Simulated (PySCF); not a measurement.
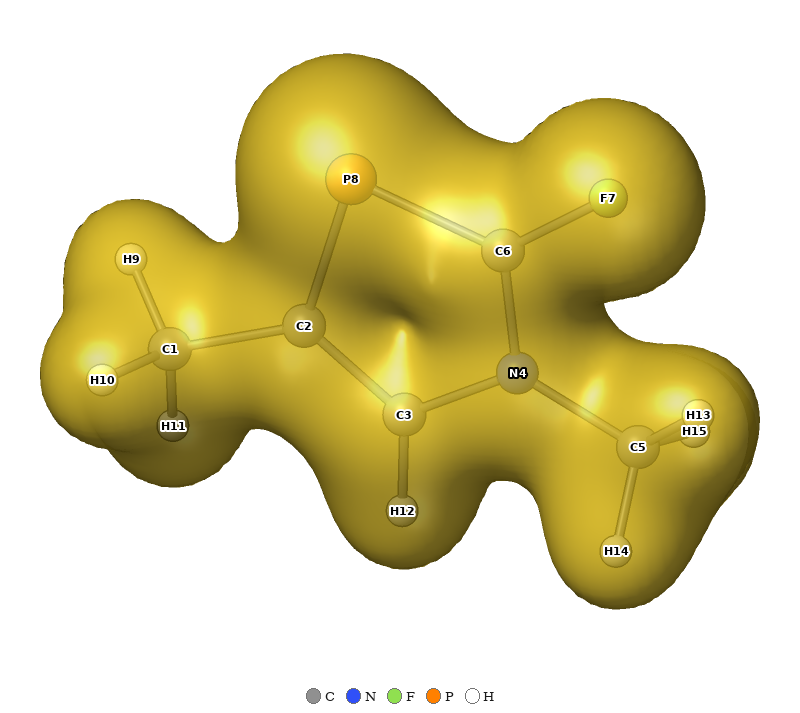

The picture shows: C5H7FNP. Isosurface of the electron density at 0.2 e/Å³ (yellow), seen at an oblique angle.

Geometry: GFN2-xTB.

Level of theory: B3LYP/def2-SVPD, SCF density, gas phase (PySCF).

```xyz
15

C     2.6721    0.0287   -0.0689
C     1.2200    0.3790   -0.0178
C     0.2070   -0.5321   -0.0282
N    -1.0385    0.0184    0.0002
C    -2.2603   -0.7407    0.0554
C    -0.9733    1.3660    0.0396
F    -2.1424    2.0282    0.0738
P     0.6064    2.0442    0.0347
H     3.2502    0.7031    0.5593
H     3.0495    0.1178   -1.0880
H     2.8305   -0.9939    0.2682
H     0.3020   -1.6028   -0.0575
H    -3.0818   -0.1429   -0.3372
H    -2.1540   -1.6450   -0.5424
H    -2.4918   -1.0198    1.0870
```

> Which contacts does the surface bridge?

At this value the surface is in one piece. It bridges the sampled C–F (1.34 Å), C–N (1.35 Å), C–C (1.36 Å) and C–P (1.72 Å) contacts, where the density stays above the isovalue. On the grid the lowest density along these lines, outside the cores, is 1.7 e/Å³ (C–F, 1.34 Å), 2.2 e/Å³ (C–N, 1.35 Å), 2.2 e/Å³ (C–C, 1.36 Å) and 1.1 e/Å³ (C–P, 1.72 Å).
